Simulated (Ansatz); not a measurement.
```xyz
4

Ti   -0.0022    0.0021    0.2576
H     1.6971   -0.0285   -0.0711
H    -0.8232    1.4823   -0.1050
H    -0.8717   -1.4559   -0.0815
```

Geometry: PBE-D4/def2-TZVP.

Method: Ansatz 0.2.0, UKS PBE0-D4/def2-TZVP.

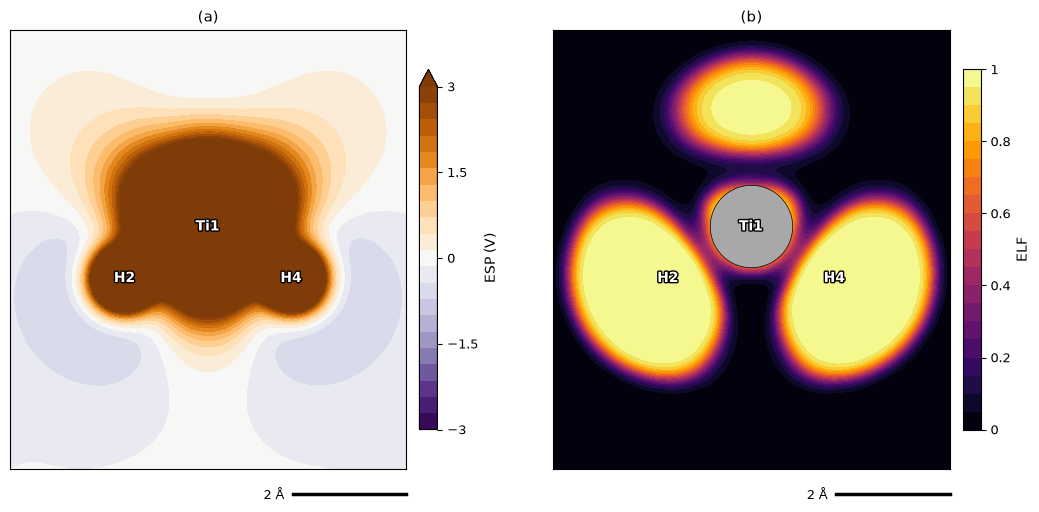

H3Ti (doublet). (a) molecular electrostatic potential; (b) electron localisation function on the plane of atoms H2, Ti1 and H4. Grey discs cover the atomic cores in the ELF map.

**What do the fields say about this system?**

The section cuts through Ti and H sites.
Ti–H (1.73 Å): the ELF climbs to about 1 towards the hydrogen.
Outside the dense part of the molecule the potential is most negative (−0.7 V) near H2 and H4.
